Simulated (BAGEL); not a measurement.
# UHF/def2-SVP (density fitting with qzvpp-jkfit) run of Si2H3OF2 (SMILES F[Si](F)O[SiH3])

What is the vertical doublet–quartet gap of Si2H3OF2 at UHF/def2-SVP (density fitting with qzvpp-jkfit)? 

The results are computed with BAGEL 1.2.2.

8 further runs of the same task are left out: 7 that didn't finish, 1 set aside as unsound or not needed. Runs told in other sessions of the task aren't counted.

## (1) The molecule

Si2H3OF2 has 8 atoms, charge 0, and is taken as a doublet. SMILES: `F[Si](F)O[SiH3]`. Geometry: relaxed at PBE0-D4/def2-TZVP. This is one conformer, not always the lowest.

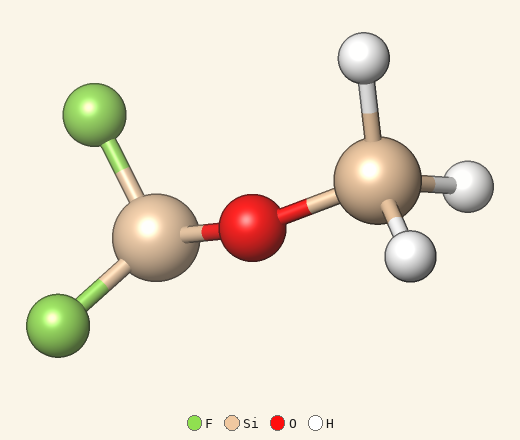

Viewed from a chosen angle; fluorine green, silicon light orange, oxygen red, hydrogen white.

## (2) The energy at UHF/def2-SVP (density fitting with qzvpp-jkfit)

job.json

```json
{ "bagel" : [

{
  "title" : "molecule",
  "basis" : "svp",
  "df_basis" : "qzvpp-jkfit",
  "angstrom" : true,
  "geometry" : [
    { "atom" : "F", "xyz" : [    0.224200,   -2.121800,    1.524700 ] },
    { "atom" : "Si", "xyz" : [   -0.441900,   -1.746500,    0.130600 ] },
    { "atom" : "F", "xyz" : [    0.109000,   -2.787900,   -0.932500 ] },
    { "atom" : "O", "xyz" : [    0.028200,   -0.276100,   -0.316200 ] },
    { "atom" : "Si", "xyz" : [    0.039600,    1.361700,   -0.147900 ] },
    { "atom" : "H", "xyz" : [   -1.326000,    1.832700,    0.191200 ] },
    { "atom" : "H", "xyz" : [    0.474900,    1.945300,   -1.437300 ] },
    { "atom" : "H", "xyz" : [    0.984100,    1.735600,    0.931700 ] }
  ]
},
{
  "title" : "uhf",
  "nopen" : 1
},
{
  "title" : "print",
  "file" : "orbitals.molden",
  "orbitals" : true
}

]}
```

Started as:

```console
$ BAGEL_NUM_THREADS=1 BAGEL job.json > job.out
```

Standard output:

```text
* using 1 threads per process

  ===============================================================
  ===============================================================

  *** Geometry ***

  { "atom" : "F", "xyz" : [      0.423677,     -4.009621,      2.881265 ] },
  { "atom" : "Si", "xyz" : [     -0.835070,     -3.300407,      0.246798 ] },
  { "atom" : "F", "xyz" : [      0.205980,     -5.268367,     -1.762170 ] },
  { "atom" : "O", "xyz" : [      0.053290,     -0.521753,     -0.597531 ] },
  { "atom" : "Si", "xyz" : [      0.074833,      2.573240,     -0.279490 ] },
  { "atom" : "H", "xyz" : [     -2.505777,      3.463301,      0.361316 ] },
  { "atom" : "H", "xyz" : [      0.897431,      3.676084,     -2.716103 ] },
  { "atom" : "H", "xyz" : [      1.859679,      3.279809,      1.760658 ] },

  Number of auxiliary basis functions:      541

  Since a DF basis is specified, we compute 2- and 3-index integrals:
    o Being stored without compression. Storage requirement is 0.037 GB

  Number of basis functions:       93
  Number of electrons      :       57

    * METHOD: MOLECULE                             0.22

  *** Open-shell HF ***

  === Nuclear Repulsion ===
   301.3145912380

      * DIIS with orbital gradients will be used.

  === UHF iteration (svp) ===
      0       -852.79250654          0.04104829           0.16
      1       -852.99808431          0.02730029           0.15
      2       -853.07071052          0.01679879           0.14
      3       -853.11557423          0.00082685           0.14
      4       -853.11600681          0.00041491           0.14
      5       -853.11607481          0.00007827           0.15
      6       -853.11608495          0.00002877           0.15
      7       -853.11608706          0.00000896           0.14
      8       -853.11608736          0.00000303           0.14
      9       -853.11608741          0.00000109           0.15
     10       -853.11608742          0.00000035           0.14
     11       -853.11608742          0.00000018           0.14
     12       -853.11608742          0.00000006           0.14
     13       -853.11608742          0.00000003           0.14
     14       -853.11608742          0.00000001           0.14
     15       -853.11608742          0.00000001           0.14
    * SCF iteration converged.

    * S^2 (UHF) is 0.7521

    * Permanent dipole moment:
           (    0.566469,    -0.772731,    -0.005671) a.u.

    * METHOD: UHF                                  2.45

    * METHOD: PRINT                                0.01

  ===============================================================
```

It took 2.9 s on 1 thread of AMD EPYC 9R45 (Zen 5), shared host; peak memory 0.15 GiB.

## (3) The quartet at the same level

job.json

```json
{ "bagel": [

{
  "title": "molecule",
  "basis": "svp",
  "df_basis": "qzvpp-jkfit",
  "angstrom": true,
  "geometry": [
    { "atom": "F", "xyz": [       0.224200,      -2.121800,       1.524700 ] },
    { "atom": "Si", "xyz": [      -0.441900,      -1.746500,       0.130600 ] },
    { "atom": "F", "xyz": [       0.109000,      -2.787900,      -0.932500 ] },
    { "atom": "O", "xyz": [       0.028200,      -0.276100,      -0.316200 ] },
    { "atom": "Si", "xyz": [       0.039600,       1.361700,      -0.147900 ] },
    { "atom": "H", "xyz": [      -1.326000,       1.832700,       0.191200 ] },
    { "atom": "H", "xyz": [       0.474900,       1.945300,      -1.437300 ] },
    { "atom": "H", "xyz": [       0.984100,       1.735600,       0.931700 ] }
  ]
},

{ "title": "uhf", "nopen": 3 },

{ "title": "print", "file": "orbitals.molden", "orbitals": true }

]}
```

Started as:

```console
$ BAGEL_NUM_THREADS=1 BAGEL job.json > job.out
```

Standard output:

```text
* using 1 threads per process

  ===============================================================
  ===============================================================

  *** Geometry ***

  { "atom" : "F", "xyz" : [      0.423677,     -4.009621,      2.881265 ] },
  { "atom" : "Si", "xyz" : [     -0.835070,     -3.300407,      0.246798 ] },
  { "atom" : "F", "xyz" : [      0.205980,     -5.268367,     -1.762170 ] },
  { "atom" : "O", "xyz" : [      0.053290,     -0.521753,     -0.597531 ] },
  { "atom" : "Si", "xyz" : [      0.074833,      2.573240,     -0.279490 ] },
  { "atom" : "H", "xyz" : [     -2.505777,      3.463301,      0.361316 ] },
  { "atom" : "H", "xyz" : [      0.897431,      3.676084,     -2.716103 ] },
  { "atom" : "H", "xyz" : [      1.859679,      3.279809,      1.760658 ] },

  Number of auxiliary basis functions:      541

  Since a DF basis is specified, we compute 2- and 3-index integrals:
    o Being stored without compression. Storage requirement is 0.037 GB

  Number of basis functions:       93
  Number of electrons      :       57

    * METHOD: MOLECULE                             0.21

  *** Open-shell HF ***

  === Nuclear Repulsion ===
   301.3145912380

      * DIIS with orbital gradients will be used.

  === UHF iteration (svp) ===
      0       -852.42731769          0.04135829           0.16
      1       -852.62806361          0.03085624           0.15
      2       -852.71243288          0.02128520           0.15
      3       -852.78887004          0.00178365           0.15
      4       -852.79122421          0.00108071           0.16
      5       -852.79315328          0.00074724           0.15
      6       -852.79481394          0.00051718           0.15
      7       -852.79596891          0.00033776           0.15
      8       -852.79642163          0.00028433           0.15
      9       -852.79676644          0.00025070           0.15
     10       -852.79706907          0.00021618           0.15
     11       -852.79731572          0.00017664           0.15
     12       -852.79751951          0.00012986           0.15
     13       -852.79763993          0.00010034           0.15
     14       -852.79770506          0.00008090           0.15
     15       -852.79775977          0.00006272           0.15
     16       -852.79778639          0.00004609           0.15
     17       -852.79780211          0.00003265           0.15
     18       -852.79780700          0.00002327           0.15
     19       -852.79780922          0.00001597           0.15
     20       -852.79780994          0.00001171           0.14
     21       -852.79781056          0.00000909           0.15
     22       -852.79781083          0.00000709           0.15
     23       -852.79781113          0.00000495           0.15
     24       -852.79781130          0.00000369           0.15
     25       -852.79781139          0.00000292           0.15
     26       -852.79781147          0.00000220           0.15
     27       -852.79781150          0.00000179           0.15
     28       -852.79781152          0.00000138           0.15
     29       -852.79781153          0.00000105           0.14
     30       -852.79781153          0.00000087           0.14
     31       -852.79781153          0.00000073           0.14
     32       -852.79781153          0.00000063           0.15
     33       -852.79781153          0.00000054           0.15
     34       -852.79781154          0.00000044           0.15
     35       -852.79781154          0.00000038           0.15
     36       -852.79781154          0.00000034           0.15
     37       -852.79781154          0.00000028           0.15
     38       -852.79781154          0.00000024           0.15
     39       -852.79781154          0.00000019           0.15
     40       -852.79781154          0.00000015           0.15
     41       -852.79781154          0.00000013           0.15
     42       -852.79781154          0.00000011           0.15
     43       -852.79781154          0.00000008           0.15
     44       -852.79781154          0.00000006           0.15
     45       -852.79781154          0.00000005           0.15
     46       -852.79781154          0.00000003           0.16
     47       -852.79781154          0.00000003           0.15
     48       -852.79781154          0.00000002           0.15
     49       -852.79781154          0.00000002           0.15
     50       -852.79781154          0.00000001           0.15
     51       -852.79781154          0.00000001           0.14
     52       -852.79781154          0.00000001           0.15
    * SCF iteration converged.

    * S^2 (UHF) is 3.7666

    * Permanent dipole moment:
           (   -0.025119,    -0.527972,    -0.548941) a.u.

    * METHOD: UHF                                  8.09

    * METHOD: PRINT                                0.01

  ===============================================================
```

Wall time 8.7 s (1 thread of AMD EPYC 9R45 (Zen 5), shared host); peak memory 0.15 GiB.

## (4) Summary of results

At UHF/def2-SVP (density fitting with qzvpp-jkfit):

```
                                        quantity          value
                           doublet: total energy  -853.11609 Eh
                          doublet: dipole moment         2.44 D
                                   doublet: ⟨S²⟩          0.752
                           quartet: total energy  -852.79781 Eh
                          quartet: dipole moment         1.94 D
                                   quartet: ⟨S²⟩          3.767
vertical energy of the quartet above the doublet       8.661 eV
```

**Reading.** At this shape the quartet lies 8.66 eV (200 kcal/mol) above the doublet.
